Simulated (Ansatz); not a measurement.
# Computed scan of one atom of the cell: La (dhcp type, space group P6_3/mmc)

Starting cell, La (dhcp type, space group P6_3/mmc):

```yaml
crystal:
  lattice:
    - [3.77035, 0.00000, 0.00000]
    - [-1.88517, 3.26522, 0.00000]
    - [0.00000, 0.00000, 12.08097]
  atoms:
    - { symbol: La, position: [0.00000, 0.00000, 0.00000] }
    - { symbol: La, position: [0.00000, 0.00000, 0.50000] }
    - { symbol: La, position: [0.33333, 0.66667, 0.25000] }
    - { symbol: La, position: [0.66667, 0.33333, 0.75000] }
```

In each cell atom 3 (La, nearest neighbour La at 3.723 Å; its periodic images, 3.8 Å or more away, move with it) moves by s·(-0.506, 0.292, -0.811) (towards the nearest neighbour), the rest being held.

Level of theory: PBE (plane waves to 420 eV, PAW, scalar-relativistic; Ansatz, a program for electronic structure). k mesh 11×11×3 (Γ-centred), Fermi-Dirac smearing 0.05 eV. The energy includes the smearing's −TS. Left out: 1 of 11 points, with atoms too close for the PAW data. With partly filled bands, energies and forces of such displacements shift with the k mesh and the smearing. F∥ is the force on the atom along that direction. La is run without spin polarisation. La was relaxed with its symmetry unable to fall. ΔE is measured from the undisplaced structure.

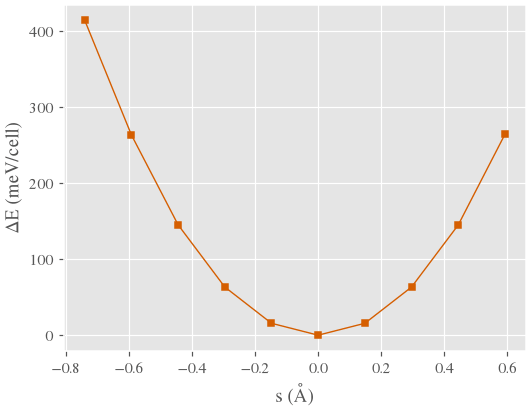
*ΔE (meV/cell) against s (Å); computed points joined by lines.*

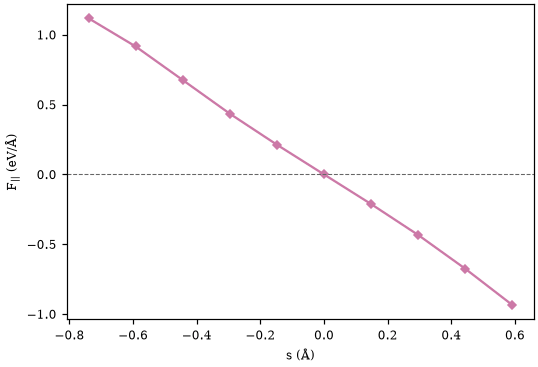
*F∥ (eV/Å) against s (Å); markers are the computed points, lines only join them.*

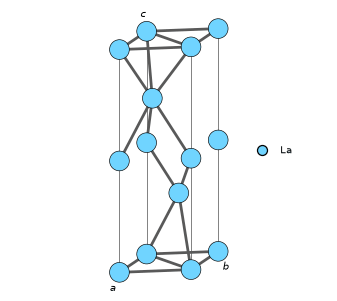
Fig. 1. The cell of the calculation at s = -0.740 Å.

The energy at s = 0.592 Å is 264 meV/cell, the force along the line at s = -0.740 Å is 1.12 eV/Å and the force constant k = d²E/ds² at s = 0 (finite differences) is 1.43 eV/Å². Harmonic estimate at the end of the scan: ½ks² = 250 meV/cell against the computed 264 meV/cell, so the well is stiffer than harmonic there. Shape of the curve: a single well with its minimum at or next to zero displacement.

The forces along the line at the two nearest points give (0.213 − (-0.212)) / (2·0.148) = 1.44 eV/Å²; the next pair corrects for the finite step.

(A displaced cell: forces are minus the slopes of the energy, force constants its curvatures, and phonons follow from these.)
